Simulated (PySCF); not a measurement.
```yaml
atoms:
  - { symbol: C, position_ang: [-2.1653, 0.4382, 0.1525] }
  - { symbol: C, position_ang: [-0.8426, -0.0499, 0.2158] }
  - { symbol: C, position_ang: [0.3166, -0.3760, 0.0426] }
  - { symbol: Si, position_ang: [2.1412, -0.5901, -0.2994] }
  - { symbol: Cl, position_ang: [3.1470, 0.2199, 1.3181] }
  - { symbol: H, position_ang: [-2.2934, 1.4032, 0.6318] }
  - { symbol: H, position_ang: [-2.5093, 0.5081, -0.8928] }
  - { symbol: H, position_ang: [-2.8477, -0.3133, 0.6140] }
  - { symbol: H, position_ang: [2.3766, -2.0178, -0.5574] }
  - { symbol: H, position_ang: [2.3418, 0.1854, -1.5333] }
```

Geometry: GFN2-xTB, MD frame at 250 fs, 300 K.

Computed with PySCF 2.14.0, PBE0/pcSseg-1, SCF density, gas phase, non-relativistic.

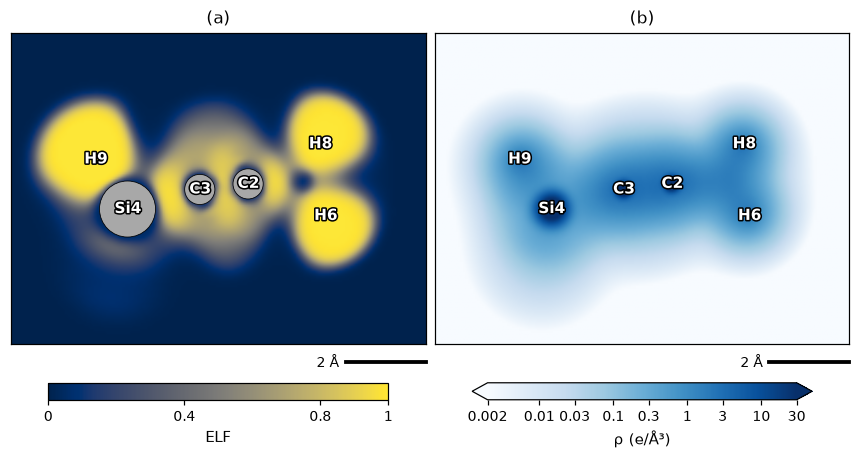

C$_{3}$H$_{5}$ClSi (SMILES CC#C[SiH2]Cl). (a) electron localisation function; (b) total electron density on the plane of atoms C3, Si4 and H9. Grey discs cover the atomic cores in the ELF map.

**Interpret the plot.**

- The section cuts through C, Si and H sites.
- C–C (1.22 Å): the density is about 2.7 e/Å³ at the midpoint; the ELF peaks at about 0.85 between the atoms; a short, multiple covalent bond.
- C–Si (1.87 Å): ρ is about 0.91 e/Å³ halfway; the ELF peaks at about 0.95 between the atoms; localised, covalent bonding.
- Si–H (1.47 Å): the density is about 0.82 e/Å³ at the midpoint; the ELF climbs to about 1 towards the hydrogen, as it does in any bond to H.
